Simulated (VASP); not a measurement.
# PtSe2 (Sudovikovite) with LDA: from relaxation to properties, part 2 of 2

How well does LDA reproduce what experiment finds for PtSe2 (Sudovikovite)? The cell is relaxed first, and properties follow on it. The start is a cell from a database of measured crystal structures.

VASP 6.6.1, plane waves and PAW; the level of theory is named at each step.

So far. Step 6 (Density of states (LDA)): The finer mesh and the other smearing move the Fermi level by +0.02 eV from the 7×7×5 run, a small shift, which tests the Fermi level alone. Of the states within 0.3 eV of the Fermi level, the largest shares in the PAW spheres are Pt d 33 % and Se p 32 %. The rest lies in smaller channels or between the spheres. The relaxed cell has a = 3.740, c = 4.788 Å (conventional setting).

The database entry behind the starting cell has ideal inner coordinates that were not refined, so it need not match the best structure at ambient conditions.

### 8. Band structure (LDA + SOC)

This step: LDA, spin-orbit coupling; plane waves and PAW (Pt, Se) (VASP 6.6.1).

Levels along the symmetry lines show where the bands peak and cross; KPOINTS_OPT computes them in the converged potential. Spin-orbit coupling needs spinors and the noncollinear program, where each band holds one electron.

INCAR reads:

```
SYSTEM = PtSe2
PREC = Accurate
ENCUT = 400
EDIFF = 1E-06
NELM = 100
ISMEAR = 0
SIGMA = 0.05
LREAL = .FALSE.
ALGO = Normal
GGA = CA
LNONCOLLINEAR = .TRUE.
MAGMOM = 0 0 0 0 0 0 0 0 0
NBANDS = 34
GGA_COMPAT = .FALSE.
LASPH = .TRUE.
LSORBIT = .TRUE.
LMAXMIX = 4
LORBIT = 11
LWAVE = .FALSE.
LCHARG = .FALSE.
KPAR = 2
```

POSCAR reads:

```
PtSe2
1.0
    3.7403324055      0.0000000000      0.0000000000
   -1.8701662028      3.2392228818      0.0000000000
    0.0000000000      0.0000000000      4.7881194269
Pt Se
1 2
Direct
    0.0000000000      0.0000000000      0.0000000000
    0.3333333333      0.6666666667      0.2644490384
    0.6666666667      0.3333333333      0.7355509616
```

KPOINTS reads:

```
Automatic mesh
0
Gamma
6 6 4
0 0 0
```

KPOINTS_OPT reads:

```
Line mode
16
Line-mode
Reciprocal
  0.00000000   0.00000000   0.00000000 GAMMA
  0.50000000   0.00000000   0.00000000 M

  0.50000000   0.00000000   0.00000000 M
  0.33333333   0.33333333   0.00000000 K

  0.33333333   0.33333333   0.00000000 K
  0.00000000   0.00000000   0.00000000 GAMMA

  0.00000000   0.00000000   0.00000000 GAMMA
  0.00000000   0.00000000   0.50000000 A

  0.00000000   0.00000000   0.50000000 A
  0.50000000   0.00000000   0.50000000 L

  0.50000000   0.00000000   0.50000000 L
  0.33333333   0.33333333   0.50000000 H

  0.33333333   0.33333333   0.50000000 H
  0.00000000   0.00000000   0.50000000 A

  0.50000000   0.00000000   0.50000000 L
  0.50000000   0.00000000   0.00000000 M

  0.33333333   0.33333333   0.00000000 K
  0.33333333   0.33333333   0.50000000 H
```

PAW data sets: Pt and Se (LDA family, release 64).

Command:

```console
$ mpirun -np 2 vasp_ncl
```

It took 57 s on 2 MPI ranks of AMD EPYC 9R45, shared host; peak memory 0.45 GiB; 90 s of CPU time.

Numbers from this step:

```yaml
bands: 34
irreducible_k_points: 24
free_energy_toten: -17.50 eV
energy_at_zero_smearing: -17.49 eV
fermi_energy: 7.061 eV
pressure: 0.1758 GPa
```

On-site spin-orbit energy by atom:

| atom | on-site spin-orbit energy (eV) |
| --- | --- |
| Pt1 | -0.733 |
| Se2 | -0.034 |
| Se3 | -0.034 |

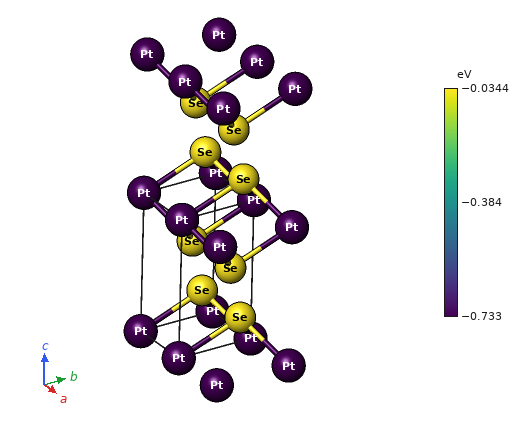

Atoms coloured by on-site spin-orbit energy. Bonds to atoms that aren't drawn are left out. 2×1×2 cells are drawn. Some periodic images of atoms are drawn too.

Electronic bands along the path, in eV, zero at the Fermi level; # counts the bands kept:

| point | #15 | #16 | #17 | #18 | #19 | #20 | #21 | #22 |
| --- | --- | --- | --- | --- | --- | --- | --- | --- |
| Γ | -0.81 | -0.81 | 0.83 | 0.83 | 1.04 | 1.04 | 1.17 | 1.17 |
| M | -3.18 | -3.18 | -2.76 | -2.76 | 0.52 | 0.52 | 2.56 | 2.56 |
| K | -1.89 | -1.89 | -1.63 | -1.63 | -0.11 | -0.11 | 0.08 | 0.08 |
| Γ | -0.81 | -0.81 | 0.83 | 0.83 | 1.04 | 1.04 | 1.17 | 1.17 |
| A | -1.66 | -1.66 | -1.56 | -1.56 | 2.38 | 2.38 | 2.42 | 2.42 |
| L | -2.77 | -2.77 | -1.12 | -1.12 | 0.63 | 0.63 | 1.52 | 1.52 |
| H | -2.58 | -2.58 | -2.32 | -2.32 | 2.32 | 2.32 | 2.44 | 2.44 |
| A | -1.66 | -1.66 | -1.56 | -1.56 | 2.38 | 2.38 | 2.42 | 2.42 |
| jump to L | -2.77 | -2.77 | -1.12 | -1.12 | 0.63 | 0.63 | 1.52 | 1.52 |
| M | -3.18 | -3.18 | -2.76 | -2.76 | 0.52 | 0.52 | 2.56 | 2.56 |
| jump to K | -1.89 | -1.89 | -1.63 | -1.63 | -0.11 | -0.11 | 0.08 | 0.08 |
| H | -2.58 | -2.58 | -2.32 | -2.32 | 2.32 | 2.32 | 2.44 | 2.44 |

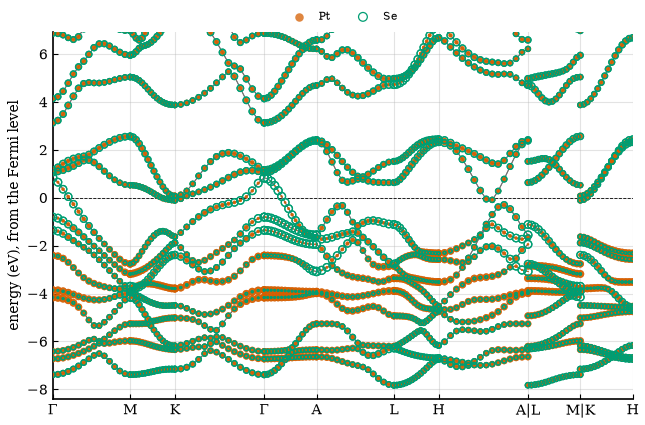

Electronic bands along the path; dots are coloured as in the legend, and their area grows with the weight.

There is no gap at this level.

### 9. What came out

* relaxed volume: 19.34 Å³/atom
* relaxed conventional cell a, b, c: 3.740, 3.740, 4.788 Å; angles 90.0, 90.0, 120.0°
* space group after relaxing, within 0.02 Å: P-3m1 (No. 164)
* band gap: none, a metal
* DOS at the Fermi level: 0.589 states/eV/cell
* highest zone-centre mode: 220 cm⁻¹
* band gap (LDA + SOC): none, a metal

**Reading.** With LDA, PtSe2 (Sudovikovite) relaxes to 19.34 Å³/atom in space group P-3m1 (held by the symmetry of the run) and comes out as a metal. Against the listed cell the volume lies -4.6 % (a +0.4 %, c -5.4 %). Bands along the symmetry lines (LDA): Of the bands kept, 3 cross the Fermi level on this path. Zone-centre phonons (LDA): The highest mode at Γ, 219.7 cm⁻¹, has its largest share on Se (55 % of the kinetic energy). Band structure (LDA + SOC): Of the bands kept, 4 cross the Fermi level on this path (spinor bands, one electron each). The k-sampling is coarse for a metal, so the Fermi level, pressures and the shape of the cell carry errors. Modes at Γ alone can't show that the crystal is stable at other wave vectors. The bonds form layers, and without a dispersion term the spacing between them, and what depends on it, is unreliable. No search among competing phases was made, and a listed structure need not be the one stable at ambient conditions. All values are for a static lattice at zero temperature.

Calculation against experiment:

```
                                    quantity  measured             LDA
                      lattice constant a (Å)    3.7278  3.740 (+0.3 %)
                      lattice constant c (Å)    5.0813  4.788 (-5.8 %)
Raman mode, Eg, in-plane Se vibration (cm⁻¹)       175    164 (-6.2 %)
   Raman mode, A1g, out-of-plane Se … (cm⁻¹)       205    206 (+0.3 %)
```

Measured values from arxiv:1912.08246 (2019) and arxiv:1703.04242 (2017).

**Verdict.** The lattice constant a is off by +0.3 %: good agreement. The lattice constant c is off by -5.8 %: a clear miss. The Raman mode is off by -6.2 %: fair agreement. The Raman mode is off by +0.3 %: good agreement. The grades are ours: good and fair within 0.7 and 1.5 % for the lattice constant a, 0.8 and 2 % for the lattice constant c and 3 and 7 % for the Raman mode. Zero-point motion and thermal expansion (measured at up to 300 K) are not in the computed lattice constants and Raman mode.

[Lines on the potential files, build, host, timing and source positions are cut from VASP's logs without a mark.]

[Logs are printed without paths, hosts, clocks, repeated set-up lines and the standing remarks that a program may print on its own settings, such as how far it seeks lower states.]

[Hosts, paths, dates, database ids (printed as entryN), source tags and the programs' standing remarks are cut or masked in the printed files.]

[Measured values are set beside computed ones only where the two were judged alike; some that the calculation misses by far are left out.]
